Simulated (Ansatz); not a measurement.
# Hypothetical fluorite TaGe2: pressure series

Base system: TaGe2 in the fluorite structure (space group Fm-3m, No. 225; a hypothetical phase, not in the database extracts checked).

```
CELL_PARAMETERS angstrom
      0.00000     3.13693     3.13693
      3.13693     0.00000     3.13693
      3.13693     3.13693     0.00000
ATOMIC_POSITIONS crystal
  Ta 0.00000 0.00000 0.00000
  Ge 0.25000 0.25000 0.25000
  Ge 0.75000 0.75000 0.75000
```

Cell and atoms are relaxed at each pressure.

Calculations: PBE (Ansatz, a quantum-chemistry and plane-wave program; PAW; 420 eV plane waves; scalar-relativistic without spin-orbit coupling).

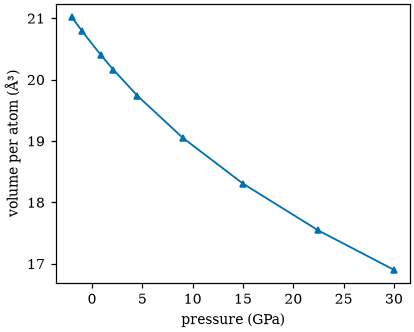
Fig. 1. Volume against pressure

Task: Estimate the zero-pressure bulk modulus from the plot.

Result: About 99 GPa; a third-order Birch–Murnaghan fit to the points gives V₀ = 20.58 Å³/atom, B₀ = 99 GPa and B₀′ = 4.3.

Load acts through the strain it causes; cell and atoms are relaxed under it. Whether these cells are dynamically stable was not tested. No other phases were tried under pressure. All final runs are without spin polarisation. An odd electron count without spin: TaGe2. TaGe2 has a high density of states at the Fermi level and may be magnetic at this level.
